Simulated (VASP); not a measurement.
Band structure of HfO$_{2}$ (space group Fm-3m). Calculation: PBE GGA, VASP's PBE PAW potentials (set 64) (plane waves; VASP).

Unless said otherwise, spin-orbit coupling is left out, though it shifts the bands of the heavy elements here.

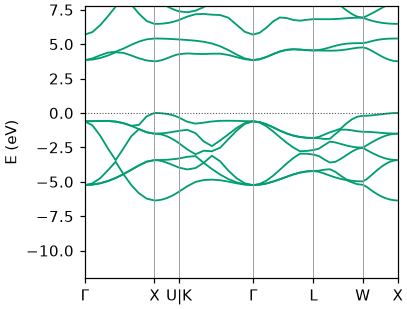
Figure. Bands along high-symmetry lines, zero at the valence-band maximum or, without a gap, the Fermi level

Q: Read the plot: is there a gap, and where are the band edges?

A: The gap is direct, 3.75 eV, from the valence maximum at X to the conduction minimum at X.

The structure is a typed HfO2 crystal (Fm-3m). The cell was not relaxed at this level.
